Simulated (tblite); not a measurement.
## C6H16BNSi: frequency calculation

System: C6H16BNSi, SMILES C=C(C)B[SiH2]N(C)CC.
Method: GFN2-xTB harmonic vibrations, gas phase (tblite 0.8.0).

It belongs to a series of runs on one base structure; here: SiH2 inserted into a B-N bond.

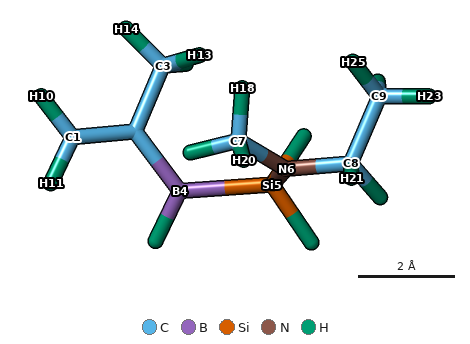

Figure 1. The structure as given in the input (stick view, seen at a tilt; atoms are numbered from 1 in the order of the input).

## Key numbers

```csv
quantity,value
outcome,converged
total energy,−730.8293 eV
zero-point energy,129.5420 kcal/mol
hardware,"1 CPU thread, shared host"
wall time,1.6 s
peak memory,0.19 GiB
```

## Input file
```
{"job": {"kind": "ir", "xc": "GFN2-xTB", "basis": "xTB"}, "charge": 0, "multiplicity": 1}
C      3.267034     1.072873     1.195876
C      2.477775     0.417766     0.335506
C      2.343139    -1.076704     0.456066
B      1.631170     1.193039    -0.706840
Si    -0.018924     0.462648    -1.472980
N     -1.285856     0.520873    -0.295987
C     -1.037174     0.590056     1.120904
C     -2.609767     0.064628    -0.636344
C     -2.815397    -1.438859    -0.450285
H      3.792650     0.575055     1.998679
H      3.393576     2.141898     1.145191
H      2.620625    -1.549711    -0.484742
H      1.308536    -1.345050     0.662498
H      2.976359    -1.474935     1.247175
H      2.025687     2.249398    -1.031154
H     -0.609381     1.175924    -2.627038
H      0.171269    -0.913489    -2.022554
H     -1.018063    -0.396755     1.600640
H     -0.077585     1.072425     1.300343
H     -1.820483     1.181618     1.606756
H     -3.341986     0.609181    -0.025966
H     -2.784499     0.318002    -1.683536
H     -3.811730    -1.722245    -0.779471
H     -2.081486    -1.983649    -1.038149
H     -2.706424    -1.719840     0.594545
```

The first line tells a small driver script what to run in tblite; the rest is the geometry in Å.

Command:
```bash
OMP_NUM_THREADS=1 python <driver script> task.json out
```

## Output
```
mode    cm-1     km/mol
  1      24.5      0.08
  2      38.6      0.92
  3      47.4      0.03
  4      85.8      0.03
  5     117.4      0.86
  6     138.1      2.49
  7     141.5      1.14
  8     165.3      0.01
  9     196.9      0.36
 10     234.4      1.59
 11     274.0      0.62
 12     312.9      3.92
 13     382.5      0.69
 14     397.3      5.81
 15     414.8      9.99
 16     438.3     15.06
 17     501.1     57.24
 18     581.2     64.81
 19     611.3     56.67
 20     657.1     50.62
 21     667.7     11.81
 22     693.5      7.82
 23     767.5    236.58
 24     824.4      7.54
 25     851.5     43.57
 26     873.5    242.68
 27     915.6     16.73
 28     960.4     26.46
 29     967.5      1.13
 30    1030.6     14.46
 31    1034.8      6.95
 32    1055.3     58.28
 33    1074.2     19.12
 34    1084.4      7.64
 35    1086.7      3.95
 36    1106.2      3.13
 37    1211.9     57.54
 38    1236.2     46.42
 39    1263.9     16.08
 40    1322.0     27.48
 41    1343.7     27.74
 42    1395.6      2.82
 43    1396.9     10.01
 44    1417.2      4.14
 45    1424.3      0.54
 46    1476.9      0.48
 47    1477.5      6.66
 48    1485.6      3.79
 49    1490.6      4.03
 50    1496.5      0.66
 51    1503.7      0.72
 52    1515.5      4.80
 53    1633.1     27.85
 54    1989.7    421.27
 55    2123.3    365.34
 56    2620.9    128.15
 57    2879.2     68.43
 58    2892.6     67.05
 59    2933.6     63.60
 60    2974.0     39.49
 61    3009.1     38.60
 62    3011.9     23.10
 63    3020.5     39.70
 64    3025.8     17.18
 65    3034.0     48.56
 66    3039.6     40.02
 67    3046.5     31.85
 68    3061.2     46.53
 69    3108.7     37.38
```

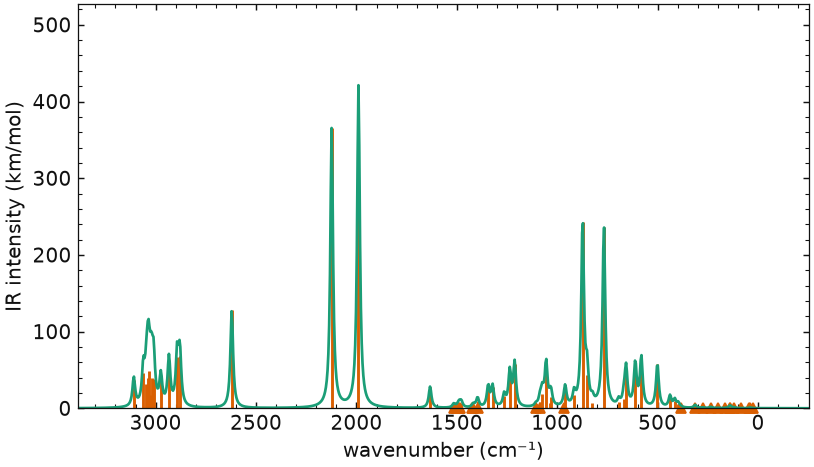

Figure 2. Harmonic infrared spectrum, unscaled: sticks (degenerate modes added up, dark ones marked on the axis) with a Lorentzian envelope of 16 cm⁻¹ full width, scaled to the tallest stick. 69 modes from 24 to 3109 cm⁻¹, none imaginary. The strongest line is at 1990 cm⁻¹ (421 km/mol).
